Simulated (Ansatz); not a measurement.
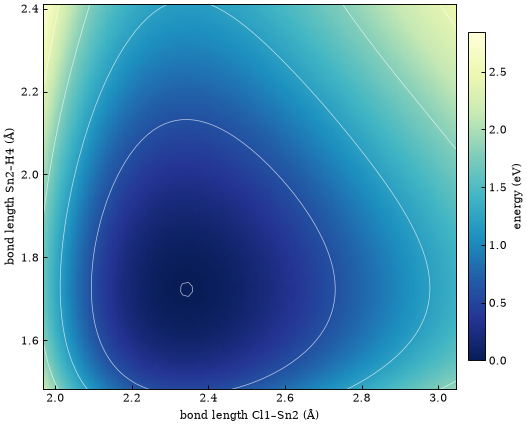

ClH₂Sn, SMILES [Cl][SnH2], spin multiplicity 2. First axis: bond length Cl1–Sn2. Second axis: bond length Sn2–H4. Nothing is relaxed (all other coordinates rigid). The scan uses a 13 × 13 grid. Points are written as (first, second). Energies are in eV, from the lowest grid point. Level of theory: UKS PBE0-D4/def2-TZVP in Ansatz 0.2.0.

Drawn: a smooth colour map with a few white contour lines. Between grid points the surface is interpolated.

The lowest grid point is at (2.327 Å, 1.715 Å). It is the only kind of minimum in the scanned range. The highest grid point, (1.968 Å, 2.412 Å), lies 2.84 eV above the lowest. Round the minimum the contours are nearly round: the two directions are equally stiff and uncoupled.

The level of theory is changed to UHF/def2-TZVP (Ansatz); with it change the reference geometry, relaxed at the new level; the new grid has 15 × 15 points, laid about the new relaxed structure.

**What will the new map look like?**

The minimum (interpolated where it lies between grid points) moves from about (2.343 Å, 1.723 Å) to about (2.348 Å, 1.711 Å). The curvature at the minimum changes by less than a tenth (about 14) eV/Å² along bond length Cl1–Sn2 and from about 13 to 14 eV/Å² along bond length Sn2–H4.

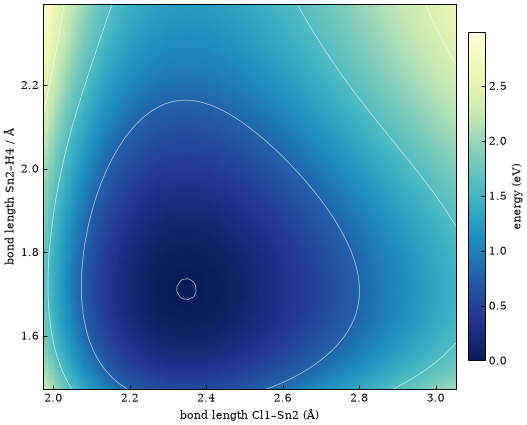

The map after the change, on a colour scale of its own. The picture shows a smooth colour map with a few white contour lines. Between grid points the surface is interpolated.
